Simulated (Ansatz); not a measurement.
System: CH$_{2}$AlClOS (SMILES S[CH]1[O][Al]1[Cl]).

```xyz
7

S    -1.2181   -0.6318    0.8663
C     0.4998   -0.2246    0.5783
O     0.7591    1.0605   -0.0911
Al    1.6081    1.0796    1.3638
Cl    2.8112    2.2648    2.5556
H    -1.4937    0.2263    1.8397
H     0.9007   -1.0431    0.0006
```

Level of theory: RHF/6-31G* (Ansatz 0.2.0).

Predict the electron density and electron localisation function between the atoms.

Answer. C–O (1.47 Å): ρ is about 1.9 e/Å³ halfway, with its minimum of 1.6 e/Å³ about 0.5 Å from C; the ELF peaks at about 0.85 between the atoms: a polar covalent bond.
Al–O (1.68 Å): the density is about 0.92 e/Å³ at the midpoint; the ELF peaks at about 0.85 in the valence shell of O, 0.6 Å from its nucleus, and is about 0.40 at the midpoint.
C–Al (1.88 Å): ρ at the midpoint is about 0.66 e/Å³; the ELF peaks at about 0.80 in the valence shell of C, 0.7 Å from its nucleus, and is about 0.50 at the midpoint.
Al–Cl (2.07 Å): ρ at the midpoint is about 0.79 e/Å³; the ELF peaks at about 0.90 in the valence shell of Cl, 0.9 Å from its nucleus, and is about 0.85 at the midpoint.

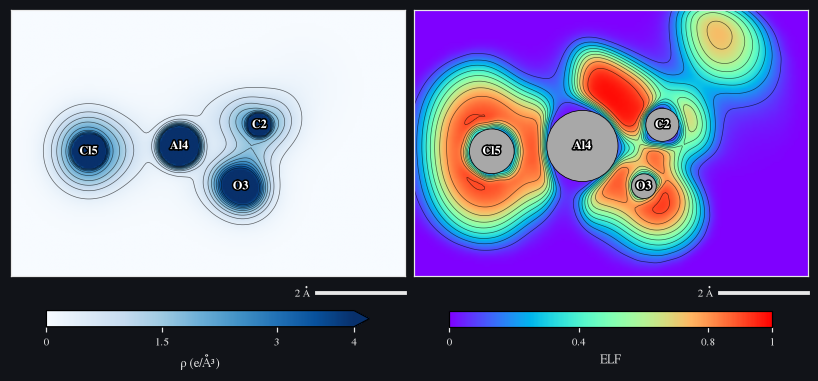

Computed electron density and electron localisation function on the plane of atoms C2, Al4 and Cl5, in this order. Grey discs cover the atomic cores in the ELF map. 
